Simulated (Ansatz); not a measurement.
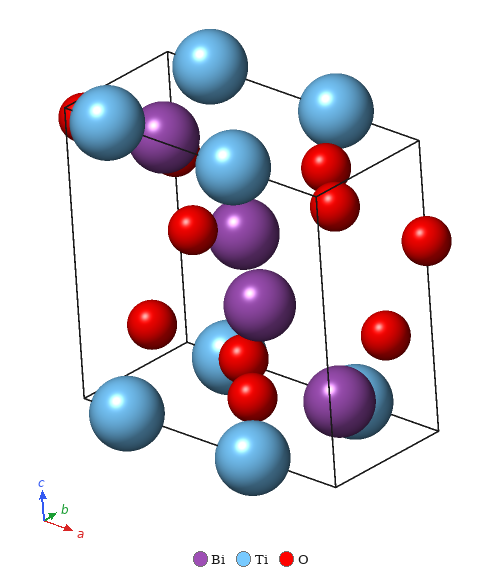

View slightly off an axis, drawn as a spheres-only model. The wireframe shows the simulation cell.

```yaml
crystal:
  lattice:
    - [0.00000, 0.00000, 5.97429]
    - [4.35914, -4.35914, 2.98715]
    - [4.35914, 4.35914, -2.98715]
  atoms:
    - { symbol: Bi, position: [0.32220, 0.85560, 0.50000] }
    - { symbol: Bi, position: [0.17780, 0.50000, 0.85560] }
    - { symbol: Bi, position: [0.67780, 0.14440, 0.50000] }
    - { symbol: Bi, position: [0.82220, 0.50000, 0.14440] }
    - { symbol: Ti, position: [0.16990, 0.00000, 0.00000] }
    - { symbol: Ti, position: [0.66990, 0.00000, 0.00000] }
    - { symbol: O, position: [0.24800, 0.11200, 0.30800] }
    - { symbol: O, position: [0.36000, 0.69200, 0.11200] }
    - { symbol: O, position: [0.05200, 0.88800, 0.69200] }
    - { symbol: O, position: [0.94000, 0.30800, 0.88800] }
    - { symbol: O, position: [0.74800, 0.69200, 0.88800] }
    - { symbol: O, position: [0.86000, 0.88800, 0.30800] }
    - { symbol: O, position: [0.55200, 0.30800, 0.11200] }
    - { symbol: O, position: [0.44000, 0.11200, 0.69200] }
```

Results below were computed with DFT, PAW plane waves, PBEsol (Ansatz); the settings were plane-wave cutoff 420 eV, Brillouin-zone sampling on a 7×6×6 mesh, Fermi-Dirac smearing of 0.1 eV, no spin polarisation.

Q: What are the atomic charges by Bader's partition?

A: Ti +1.54 e; Bi +1.63 e; O -1.20 e.

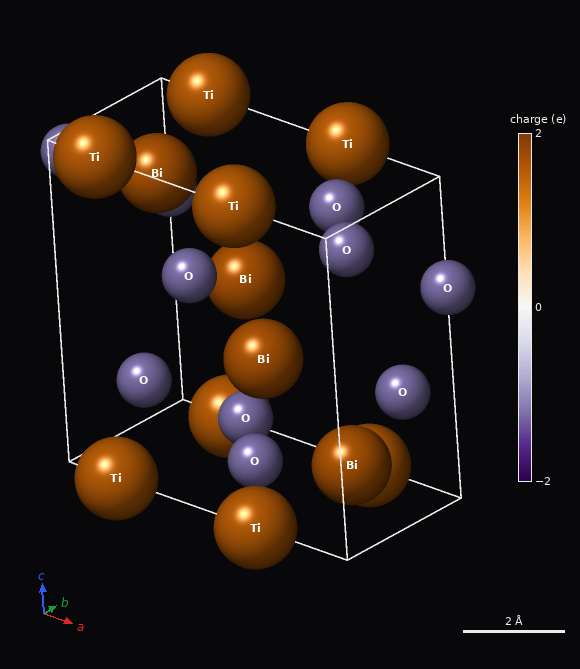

The atoms coloured by those charges.

Note that this is a generated cell, made by putting these elements into a known structure type (the compound may or may not exist in this form), and that it hasn't been relaxed. It went into a calculation with Ansatz.

At this level of theory the cell isn't at rest (forces up to 2.0 eV/Å), so its distances can differ from those at equilibrium, the more so the softer the solid.
